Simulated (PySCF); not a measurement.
# UMP2/STO-3G run of AlNH3 (SMILES [NH2][AlH])

What is the vertical doublet–quartet gap of AlNH3 at UMP2/STO-3G? The job is set up through a Python script.

Program for the calculation: PySCF 2.14.0.

11 further runs of the same task are left out: 11 set aside as unsound or not needed.

### 1 The molecule

AlNH3: 5 atoms, total charge 0, spin state doublet. SMILES: `[NH2][AlH]`. Geometry: relaxed at PBE0-D4/def2-TZVP. This is one conformer, not always the lowest.

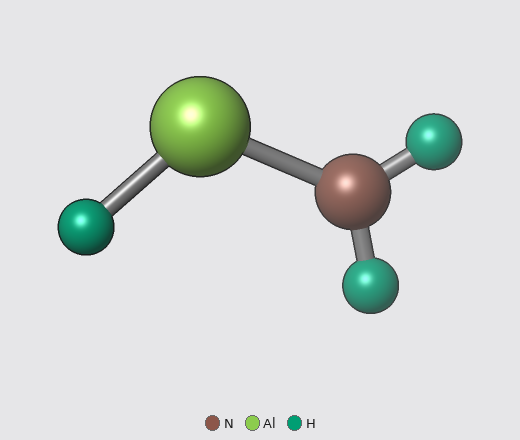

The structure, seen from a chosen angle (nitrogen brown, aluminium green, hydrogen teal).

### 2 The energy at UMP2/STO-3G

input.py

```python
from pyscf import gto, scf, mp

system = gto.Mole()
system.atom = '''
N     -0.220342    -1.248731     0.330891
Al     1.580945     1.575843     0.228279
H      0.280624    -2.844605     1.238715
H     -1.909190    -1.479278    -0.524210
H      0.362449     3.857687    -1.351910
'''
system.max_memory = 1860
system.unit = 'bohr'
system.spin = 1
system.basis = 'sto-3g'
system.verbose = 3
system.build()

mf = scf.UHF(system)
mf.conv_tol = 1e-10
mf.kernel()
if not mf.converged:
    mf = mf.newton().run(mf.mo_coeff, mf.mo_occ)

pt = mp.MP2(mf, frozen=6).run()
energy = pt.e_tot
print(f'total energy: {energy:.8f} hartree')
```

Started as:

```bash
$ OMP_NUM_THREADS=1 python input.py
```

Standard output:

```text
converged SCF energy = -294.443742020298  <S^2> = 0.75601591  2S+1 = 2.0060069
E(UMP2) = -294.508624141203  E_corr = -0.0648821209049574
E(SCS-UMP2) = -294.514995695396  E_corr = -0.0712536750977731
total energy: -294.50862414 hartree
```

It took 0.85 s on 1 thread of Arm Neoverse V1, shared host; peak memory 0.12 GiB.

### 3 The quartet at the same level

run.py

```python
from pyscf import gto, mp

mol = gto.M(
    atom='''
N   -0.116600  -0.660800   0.175100
Al   0.836600   0.833900   0.120800
H    0.148500  -1.505300   0.655500
H   -1.010300  -0.782800  -0.277400
H    0.191800   2.041400  -0.715400
''',
    basis='sto-3g',
    verbose=4,
    max_memory=1860,
    spin=3,
)

mf = mol.UHF()
mf.conv_tol = 1e-10
mf.kernel()
if not mf.converged:
    mf = mf.newton().run(mf.mo_coeff, mf.mo_occ)

pt = mp.MP2(mf, frozen=6).run()
etot = pt.e_tot
print('E(%s) = %.9f' % ('MP2', etot))
```

Started as:

```bash
$ OMP_NUM_THREADS=1 python run.py
```

Standard output:

```text
PySCF version 2.14.0

[INPUT] num. atoms = 5
[INPUT] num. electrons = 23
[INPUT] charge = 0
[INPUT] spin (= nelec alpha-beta = 2S) = 3
[INPUT] symmetry False subgroup None
[INPUT] Mole.unit = angstrom
[INPUT] Symbol           X                Y                Z      unit          X                Y                Z       unit  Magmom
[INPUT]  1 N     -0.116600000000  -0.660800000000   0.175100000000 AA   -0.220342066124  -1.248731023113   0.330891044411 Bohr   0.0
[INPUT]  2 Al     0.836600000000   0.833900000000   0.120800000000 AA    1.580944875811   1.575842615275   0.228278915847 Bohr   0.0
[INPUT]  3 H      0.148500000000  -1.505300000000   0.655500000000 AA    0.280624329498  -2.844604735308   1.238715474652 Bohr   0.0
[INPUT]  4 H     -1.010300000000  -0.782800000000  -0.277400000000 AA   -1.909190303648  -1.479277610310  -0.524210026954 Bohr   0.0
[INPUT]  5 H      0.191800000000   2.041400000000  -0.715400000000 AA    0.362449470692   3.857686910687  -1.351910069514 Bohr   0.0

nuclear repulsion = 46.2350920559399
number of shells = 11
number of NR pGTOs = 51
number of NR cGTOs = 17
basis = sto-3g
ecp = {}

[... 20 lines left out ...]
WARN: HOMO 0.242675130055904 >= LUMO -0.285456952714816
[... 46 lines left out ...]
converged SCF energy = -294.209345539301  <S^2> = 3.7577551  2S+1 = 4.0038757
[... 1 line left out ...]
******** <class 'pyscf.mp.ump2.UMP2'> ********
nocc = (np.int64(7), np.int64(4)), nmo = (11, 11)
frozen orbitals 6
E(UMP2) = -294.257064261533  E_corr = -0.0477187222313942
E(SCS-UMP2) = -294.26373965163  E_corr = -0.0543941123284183
E_corr(same-spin) = -0.00330963963375545
E_corr(oppo-spin) = -0.0444090825976387
E(MP2) = -294.257064262
```

Wall time 0.85 s (1 thread of Arm Neoverse V1, shared host); peak memory 0.12 GiB.

### 4 Results

At UMP2/STO-3G, 6 core orbitals frozen:

| quantity | value |
| --- | --- |
| doublet: total energy | -294.50862 Eh |
| doublet: dipole moment (Hartree–Fock density) | 1.67 D |
| doublet: HOMO energy (Hartree–Fock orbitals) (highest over α and β) | -4.63 eV |
| doublet: LUMO energy (Hartree–Fock orbitals) (lowest over α and β) | 7.86 eV |
| doublet: correlation energy (6 core orbitals frozen) | -64.9 mEh |
| doublet: ⟨S²⟩ of the reference determinant | 0.756 |
| quartet: total energy | -294.25706 Eh |
| quartet: dipole moment (Hartree–Fock density) | 6.10 D |
| quartet: correlation energy (6 core orbitals frozen) | -47.7 mEh |
| quartet: ⟨S²⟩ of the reference determinant | 3.758 |
| vertical energy of the quartet above the doublet | 6.845 eV |

**Reading.** At this shape the quartet lies 6.85 eV (660 kJ/mol) above the doublet. In a minimal basis such a difference can be off by several eV, whatever the method. Mulliken charges (doublet) of the mean-field density run from -0.66 on N1 to +0.74 on Al2. Mulliken charges (quartet) of the mean-field density run from -0.36 on H5 to +0.23 on H3.
